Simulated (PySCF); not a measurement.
C5H12O2Si

```yaml
atoms:
  - { symbol: C, position_ang: [3.0869, 1.1359, 0.2571] }
  - { symbol: C, position_ang: [2.1401, -0.0153, 0.4875] }
  - { symbol: O, position_ang: [1.0267, 0.1400, -0.3622] }
  - { symbol: C, position_ang: [0.0606, -0.8514, -0.2364] }
  - { symbol: C, position_ang: [-1.0237, -0.5688, -1.2742] }
  - { symbol: C, position_ang: [-1.8627, 0.6124, -0.7599] }
  - { symbol: Si, position_ang: [-1.7733, 0.3234, 1.1042] }
  - { symbol: O, position_ang: [-0.5304, -0.8256, 1.0424] }
  - { symbol: H, position_ang: [3.4116, 1.1677, -0.7937] }
  - { symbol: H, position_ang: [3.9776, 1.0382, 0.8951] }
  - { symbol: H, position_ang: [2.5957, 2.0921, 0.4911] }
  - { symbol: H, position_ang: [1.8076, -0.0514, 1.5400] }
  - { symbol: H, position_ang: [2.6385, -0.9828, 0.2737] }
  - { symbol: H, position_ang: [0.5205, -1.8516, -0.3590] }
  - { symbol: H, position_ang: [-0.5624, -0.3739, -2.2537] }
  - { symbol: H, position_ang: [-1.6485, -1.4711, -1.3677] }
  - { symbol: H, position_ang: [-2.8793, 0.6241, -1.1780] }
  - { symbol: H, position_ang: [-1.3811, 1.5696, -1.0117] }
  - { symbol: H, position_ang: [-1.3953, 1.5218, 1.9097] }
  - { symbol: H, position_ang: [-2.9805, -0.3001, 1.7214] }
```

Geometry: PBE0-D3(BJ)/def2-SVP.

Level of theory: PBE0/pcSseg-1, SCF density, gas phase, non-relativistic in PySCF 2.14.0.

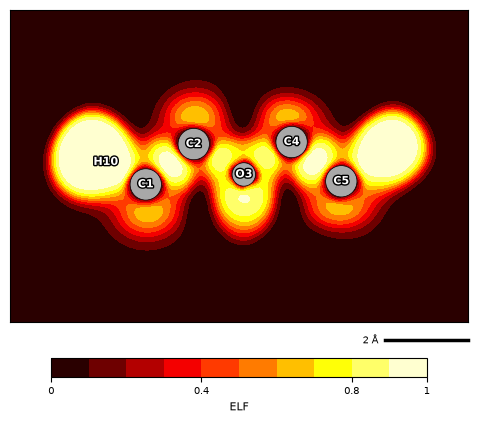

Figure 1. Electron localisation function on the plane of atoms C2, C1 and H10. Grey discs cover the atomic cores.

Question: What does the map show?

Answer:
- The section cuts through C, O and H sites.
- C–O (1.39 Å): the ELF peaks at about 0.90 between the atoms, as expected for a shared but strongly polarised pair.
- C–C (1.51 Å): the ELF peaks at about 0.95 between the atoms (a covalent bond).
- C–H (1.10 Å): the ELF climbs to about 1 towards the hydrogen, as it does in any bond to H (a covalent bond by its length).
- The ELF also peaks beside O3, away from the bonds: lone-pair regions.

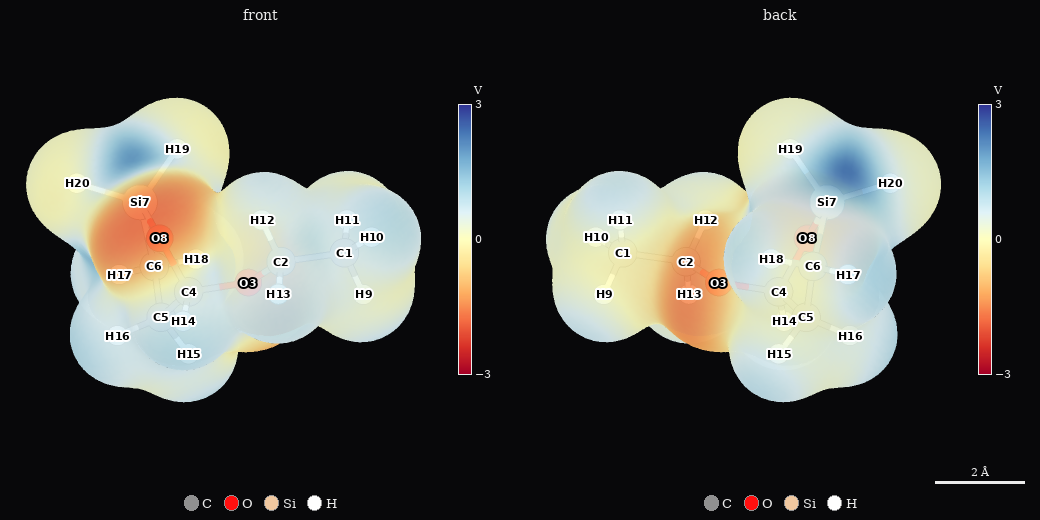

Figure 2. The electrostatic potential painted on the density surface at 0.004 e/bohr³, seen from the front and from behind; red is negative and blue positive.

Question: Which sites attract a positive test charge, and which a negative one?

Answer: A positive charge is drawn to the negative regions and a negative charge to the positive ones. The most negative region (about −1.7 V, or −39 kcal/mol for a unit charge) lies over O8, the most positive (about +2.0 V, or +46 kcal/mol for a unit charge) over Si7. O8 is the likeliest acceptor of a hydrogen bond.

Question: How polar is the molecule by this calculation?

Answer: Its dipole moment is 0.77 D.
